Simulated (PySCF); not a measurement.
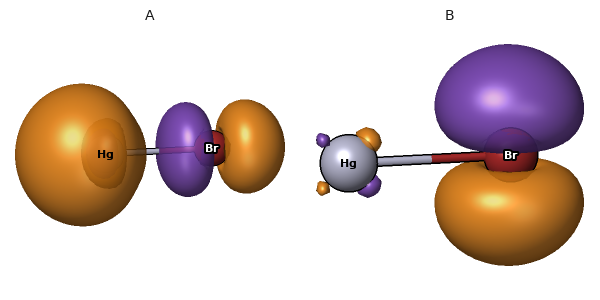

*HgBr (doublet). Two frontier α-spin orbitals, each drawn at the value that holds 80 % of its norm (orange and purple are the two phases), in no order; of a degenerate pair one member is drawn.*

Core potentials replace the inner electrons of Hg.

Method: PySCF 2.14.0, PBE0/def2-TZVPP, non-relativistic Hamiltonian with scalar-relativistic core potentials where named, at a bond length of 2.558 Å.

Q: Name the orbitals and rank them from lowest to highest energy.

A: Orbital B: π, occupied in this spin, −8.14 eV; mainly on Br (95 %).
Orbital A: σ, occupied in this spin, −7.10 eV; shared between the atoms (Hg 65 %, Br 35 %).
